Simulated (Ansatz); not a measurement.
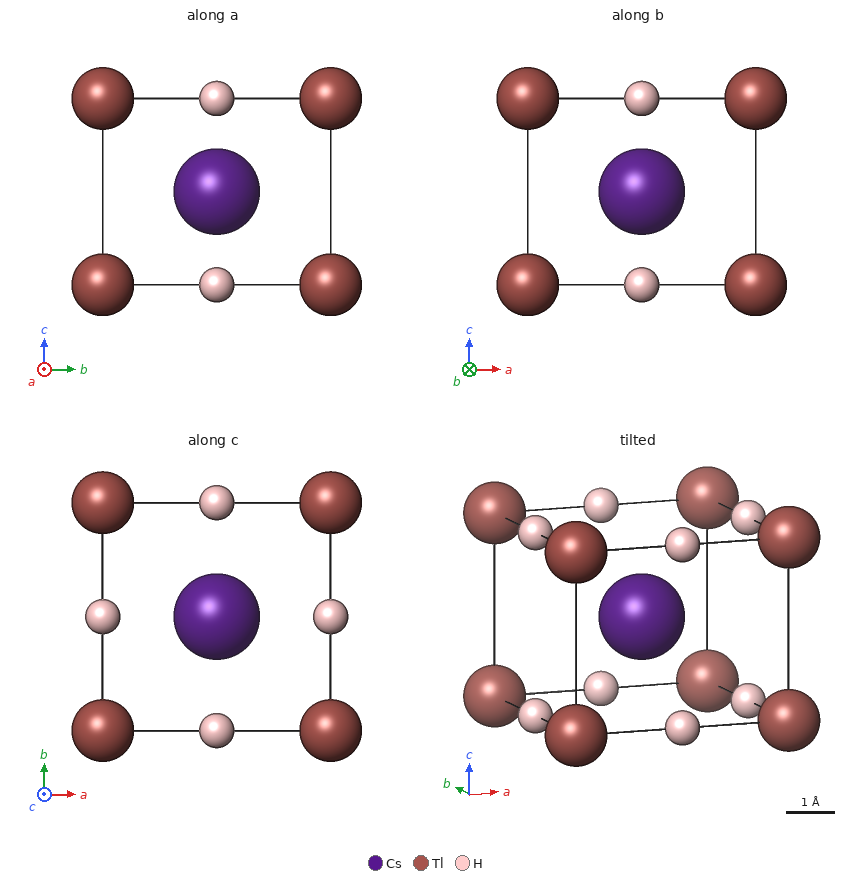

Shown here is a spheres-only view of the crystal, taken along the a axis, along the b axis, along the c axis and slightly off an axis. Lines trace the edges of the conventional unit cell.

Lattice parameters: a = 4.835 Å, b = 4.835 Å, c = 3.953 Å, α = 90.00°, β = 90.00°, γ = 90.00°.

> Set out the cell and atoms as a table of Wyckoff sites.

Space group P4/mmm (No. 123).
```tsv
atom	site	x	y	z
Cs	1d	0.5000	0.5000	0.5000
Tl	1a	0.0000	0.0000	0.0000
H	2f	0.5000	0.0000	0.0000
```

Starting structure: a structure type filled with these elements by a generator (whether the compound takes this form wasn't checked). The structure drawn was relaxed with DFT PBE, scalar-relativistic, plane waves, PAW (Ansatz).
